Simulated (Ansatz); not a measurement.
**H2O (SMILES O): r2SCAN0/aug-cc-pVTZ**

What is the vertical electron affinity of H2O at r2SCAN0/aug-cc-pVTZ? 

The results are computed with Ansatz 0.2.0.

24 further runs of the same task are left out: 24 set aside as unsound or not needed.

## (1) Starting point

H2O: 3 atoms, total charge 0, spin state singlet. SMILES: `O`. Geometry: relaxed at PBE0-D4/def2-TZVP.

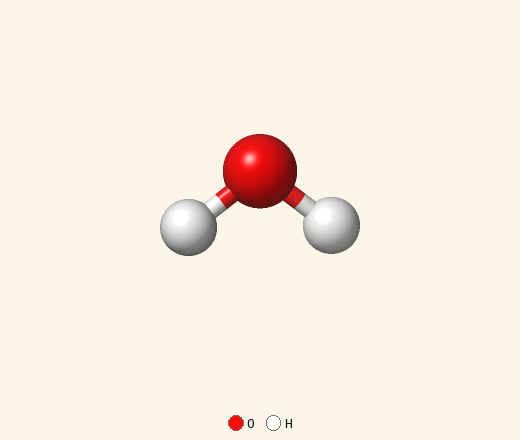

Viewed from a chosen angle; oxygen red, hydrogen white.

## (2) A single-point energy at r2SCAN0/aug-cc-pVTZ

run.yaml

```yaml
crystal:
  periodic: [false, false, false]
  atoms:
    - {symbol: O, position_ang: [-0.302700, 0.200200, -0.140600]}
    - {symbol: H, position_ang: [0.466500, 0.548400, 0.315300]}
    - {symbol: H, position_ang: [-0.163800, -0.748600, -0.174700]}
basis:
  gaussian:
    orbitals: aug-cc-pVTZ
hamiltonian:
  xc: {name: r2SCAN0}
accuracy: high
output: {orbitals: {seedname: orbitals}}
```

Command:

```sh
ansatz run run.yaml --threads 1 --pin off --max-ram 3480MiB --events-out events.jsonl --progress --plain --runs-dir runs
```

What it wrote:

```text
Warning: RAYON_NUM_THREADS=1 ignored (pool sized by the plan → 1); use --threads N
Functional definition: r2SCAN0
  name "r2SCAN0"
  parameter a = 0.25
  parameter k0 = 0.174
  parameter k1 = 0.065
  parameter a1 = 4.9479
  exchange = (1 - a)*r2scan_x(k0 = k0, k1 = k1, a1 = a1) + a*exact_x
  correlation = r2scan_c
1351 factors; integrals over basis functions are off by at most 2.9e-9 eV
mean field evaluation 1: about -2075.4598 eV, gradient 4.9e1 eV
mean field evaluation 2: about -2071.1378 eV, gradient 7.0e1 eV
mean field evaluation 4: about -2079.2458 eV, gradient 3.0e-1 eV
mean field evaluation 8: about -2079.2466 eV, gradient 6.0e-3 eV
mean field evaluation 16: about -2079.2466 eV, gradient 8.5e-8 eV
mean field -2079.24663223 eV, -76.4109043706 hartree, gradient 8.6e-8 eV, S^2 0.000000; 0 other end points of the search recorded, 0 dependent functions left out
reference -2079.24663293 eV, -76.4109043963 hartree; 5, 5 occupied and 87, 87 virtual orbitals, 1351 factors
Total energy: -2079.24663293 eV, -76.4109043963 hartree
```

Run time: 2.8 s. Hardware: 1 thread of Arm Neoverse V2, shared host; peak memory 0.18 GiB.

## (3) The doublet anion, same level

job.yaml

```yaml
crystal:
  periodic: [false, false, false]
  atoms:
    - {symbol: O, position_ang: [-0.302700, 0.200200, -0.140600]}
    - {symbol: H, position_ang: [0.466500, 0.548400, 0.315300]}
    - {symbol: H, position_ang: [-0.163800, -0.748600, -0.174700]}
basis:
  gaussian:
    orbitals: aug-cc-pVTZ
total_charge: -1
magnetization:
  spin_polarized: true
  initial_magnetization: 1
hamiltonian:
  xc: {name: r2SCAN0}
accuracy: high
output:
  orbitals: {seedname: orbitals}
```

Command:

```sh
ansatz run job.yaml --threads 1 --pin off --max-ram 3480MiB --events-out events.jsonl --progress --plain --runs-dir runs
```

What it wrote, shortened:

```text
Warning: RAYON_NUM_THREADS=1 ignored (pool sized by the plan → 1); use --threads N
[... 8 set-up lines as earlier in the session ...]
1351 factors; integrals over basis functions are off by at most 2.9e-9 eV
mean field evaluation 1: about -2075.9980 eV, gradient 2.6e1 eV
mean field evaluation 2: about -2074.2907 eV, gradient 3.9e1 eV
mean field evaluation 4: about -2078.7597 eV, gradient 4.4e-1 eV
mean field evaluation 8: about -2078.6946 eV, gradient 6.4e-2 eV
mean field evaluation 16: about -2078.6946 eV, gradient 3.5e-5 eV
mean field evaluation 32: about -2078.2622 eV, gradient 5.4e-1 eV
mean field evaluation 64: about -2078.6946 eV, gradient 2.4e-8 eV
mean field -2078.69458704 eV, -76.3906170838 hartree, gradient 7.1e-8 eV, S^2 0.750116; 3 other end points of the search recorded, 0 dependent functions left out
reference -2078.69460238 eV, -76.3906176476 hartree; 6, 5 occupied and 86, 87 virtual orbitals, 1351 factors
Total energy: -2078.69460238 eV, -76.3906176476 hartree
```

It took 13 s on 1 thread of Arm Neoverse V2, shared host; peak memory 0.24 GiB.

## (4) Summary of results

At r2SCAN0/aug-cc-pVTZ:

| quantity | value |
| --- | --- |
| singlet H2O: total energy | -76.41090 Eh |
| singlet H2O: HOMO energy | -9.36 eV |
| singlet H2O: LUMO energy | 0.08 eV |
| singlet H2O: HOMO–LUMO gap | 9.44 eV |
| doublet anion: total energy | -76.39062 Eh |
| doublet anion: HOMO energy (highest over α and β) | 1.57 eV |
| doublet anion: LUMO energy (lowest over α and β) | 2.38 eV |
| doublet anion: ⟨S²⟩ | 0.750 |
| vertical electron affinity (to the doublet anion) | -0.552 eV |

The anion lies 0.55 eV (53.3 kJ/mol) above the neutral: the electron isn't bound at this level, and such a value depends on the basis. The HOMO (doublet anion) lies at positive energy, 1.57 eV; only total energies tell whether the electron is bound.
